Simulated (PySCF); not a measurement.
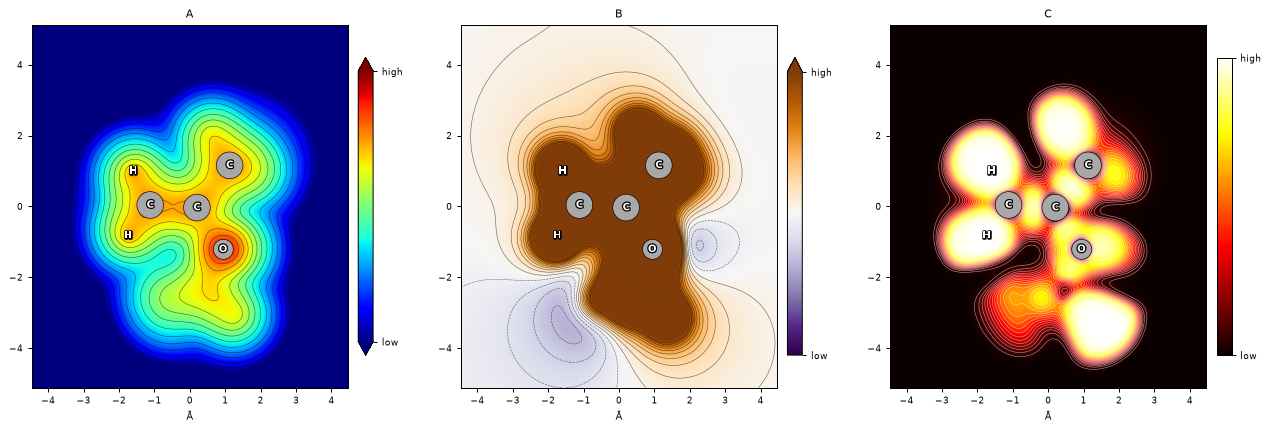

C6H6O2: 3 fields on the plane of atoms C5, C4 and O6, with unlabelled colour scales. Grey discs cover the atomic cores.

Geometry: GFN2-xTB.

The calculation used PBE0/pcSseg-1, SCF density, gas phase, non-relativistic (PySCF).

> The panels show electron density, electron localisation function and electrostatic potential in some order. Assign them.

Panel A: electron density. Panel B: electrostatic potential (strongly positive close to the atoms, with negative regions outside electron-rich atoms). Panel C: electron localisation function. From the grid: C–H (1.07 Å): ρ at the midpoint is about 2.1 e/Å³; the ELF climbs to about 1 towards the hydrogen, as it does in any bond to H: an ordinary covalent bond to hydrogen. C–C (1.32 Å): ρ at the midpoint is about 2.3 e/Å³; the ELF peaks at about 0.95 between the atoms: a multiple bond.
